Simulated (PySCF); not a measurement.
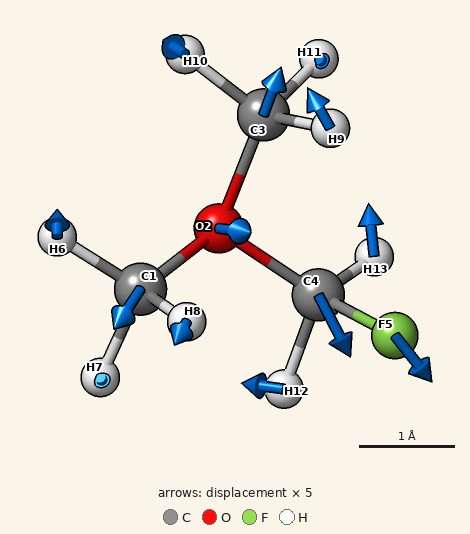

This is a relaxation of C$_{3}$H$_{8}$FO (charge +1). The starting structure is drawn; blue arrows show the displacements, magnified 5 times. The two geometries are superimposed by the best rigid fit.

Style: ball-and-stick. Shown at a tilt.

The start comes from GFN2-xTB. Its atoms were then displaced at random by about 0.03 Å.

The calculation used PBE0-D3(BJ)/def2-SVP geometry optimisation, gas phase (PySCF 2.14.0, density-fitted response routines). 

> What happened in the run?

The largest move after the best rigid fit is that of C4, 0.15 Å. By element the largest moves are C 0.15 Å, F 0.13 Å, O 0.13 Å, H 0.12 Å. Among the contacts that change: O2–C4 1.339 → 1.459 Å, C1–O2 1.373 → 1.471 Å, C3–H9 1.171 → 1.097 Å, C4–H13 1.033 → 1.099 Å. Bond angles that change, for instance: O2–C4–H13 119.1° → 105.5°, F5–C4–H12 101.6° → 112.0°, O2–C1–H6 116.2° → 106.2°. The energy falls by 127.0 kJ/mol in 13 geometry steps.
